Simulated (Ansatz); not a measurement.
## Single-point calculation, with input and output: B$_{2}$H$_{2}$Cl$_{2}$O$_{2}$F$_{2}$

B$_{2}$H$_{2}$Cl$_{2}$O$_{2}$F$_{2}$, SMILES F[B-]1(Cl)[OH+][B-](F)(Cl)[OH+]1, computed with RKS PBE0-D4/def2-TZVPP (Ansatz 0.2.0).

The geometry comes from this level: PBE0-D4/def2-TZVP.

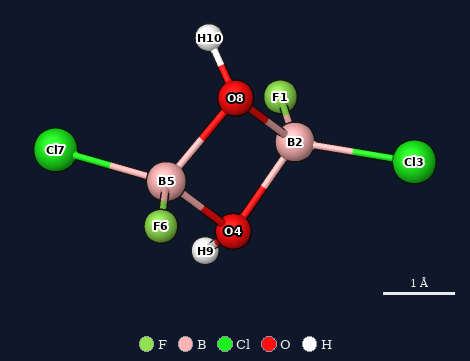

**Figure 1.** The structure (ball-and-stick view, seen at a tilt; atoms are numbered from 1 in the order of the input). Bond lengths as drawn: B–Cl 1.78 to 1.81 Å, B–F 1.33 to 1.35 Å, B–O 1.54 to 1.55 Å and H–O 0.96 Å.

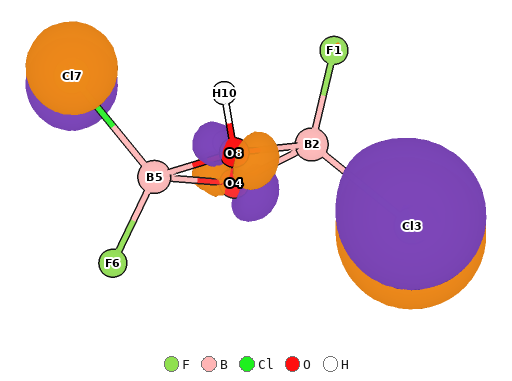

**Figure 2.** The HOMO−1 at ±0.15 Å⁻³ᐟ² (orange and purple are the two phases), seen from the side. Its energy is −9.22 eV.

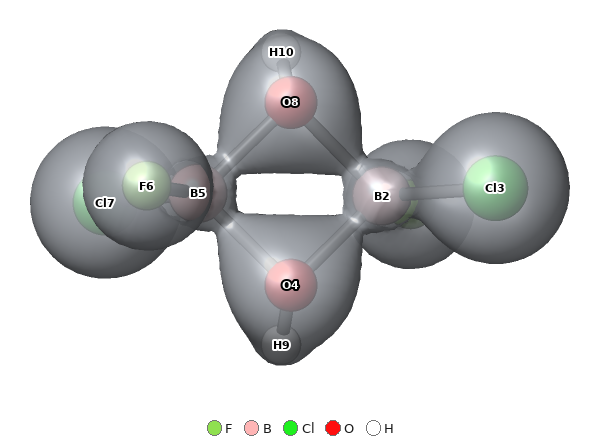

**Figure 3.** Isosurface of the electron density at 0.8 e/Å³ (grey), seen face on. At this value the surface is in one piece. On the grid the lowest density along these lines, outside the cores, is 1.5 e/Å³ (B–F, 1.33 Å), 0.92 e/Å³ (B–O, 1.54 Å), 0.99 e/Å³ (B–Cl, 1.78 Å) and 2.4 e/Å³ (O–H, 0.96 Å).

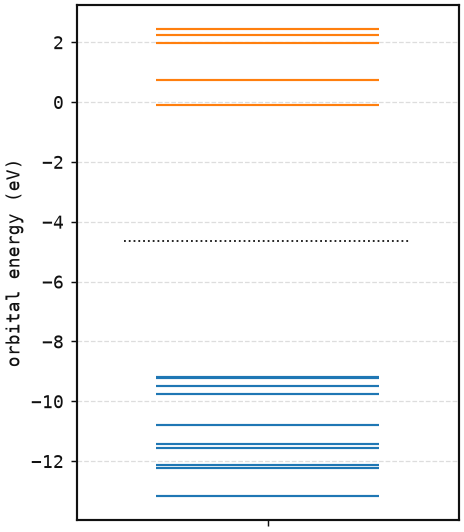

**Figure 4.** Orbital energies near the frontier; the dotted line parts filled from empty levels, and levels within 0.02 eV of each other stand side by side. Highest filled −9.19 eV, lowest empty −0.10 eV, 9.09 eV apart.

The input that produced these results follows, with the program's output.

**The input**
```yaml
crystal:
  periodic: [false, false, false]
  atoms:
    - {symbol: F, position_ang: [-1.938896, -0.265928, -0.266826]}
    - {symbol: B, position_ang: [-0.950112, 0.399458, 0.362575]}
    - {symbol: Cl, position_ang: [-1.452648, 1.656969, 1.521149]}
    - {symbol: O, position_ang: [0.119981, 0.889788, -0.640656]}
    - {symbol: B, position_ang: [1.085272, -0.223939, -0.188344]}
    - {symbol: F, position_ang: [2.229210, 0.266438, 0.280910]}
    - {symbol: Cl, position_ang: [1.228450, -1.547910, -1.412843]}
    - {symbol: O, position_ang: [0.099277, -0.577251, 0.942872]}
    - {symbol: H, position_ang: [-0.152095, 0.849420, -1.564996]}
    - {symbol: H, position_ang: [-0.185240, -1.498346, 0.969161]}
basis:
  gaussian: {orbitals: def2-TZVPP}
hamiltonian: {xc: pbe0, dispersion: d4}
output: {orbitals: {seedname: orbitals}}
```

Launched with:
```bash
ansatz run in.yaml --threads 8 --pin off --events-out ev --progress --plain --max-ram 18278MiB
```

**What the program printed**
```
Functional definition: PBE0
  name "PBE0"
  cite "Adamo & Barone, J. Chem. Phys. 110, 6158 (1999) doi:10.1063/1.478522"
  cite "Perdew, Burke & Ernzerhof, Phys. Rev. Lett. 77, 3865 (1996) doi:10.1103/PhysRevLett.77.3865"
  parent pbe
  parameter a = 0.25
  parameter kappa = 0.804
  parameter beta = 0.06672455060314922
  exchange = (1 - a)*pbe_x(kappa = kappa, mu = beta*pi^2/3) + a*exact_x
  correlation = pbe_c(beta = beta)
1720 factors; their error is unknown
mean field evaluation 1: about -35946.4141 eV, gradient 6.7e1 eV
mean field evaluation 2: about -35941.1465 eV, gradient 8.9e1 eV
mean field evaluation 4: about -35952.8465 eV, gradient 2.5e0 eV
mean field evaluation 8: about -35952.8528 eV, gradient 4.7e-2 eV
mean field evaluation 16: about -35952.9494 eV, gradient 4.2e-5 eV
mean field -35952.94944138 eV, -1321.2465221864 hartree, gradient 4.2e-5 eV, S^2 0.000000; 0 other end points of the search recorded, 0 dependent functions left out
reference -35952.94947392 eV, -1321.2465233820 hartree; 40, 40 occupied and 258, 258 virtual orbitals, 1720 factors
Total energy: -35953.20397010 eV, -1321.2558759443 hartree
```

**Summary**

```csv
quantity,value
outcome,converged
total energy,−35953.2040 eV
mean-field energy,−35952.9495 eV
dispersion energy,−0.2545 eV
SCF solution under orbital rotations,stable
HOMO,−9.19 eV
LUMO,−0.10 eV
hardware,"8 threads of Arm Neoverse V2, 23 GiB of memory available, shared host"
wall time,3.2 s (CPU time 23 s)
peak memory,1.1 GiB
```
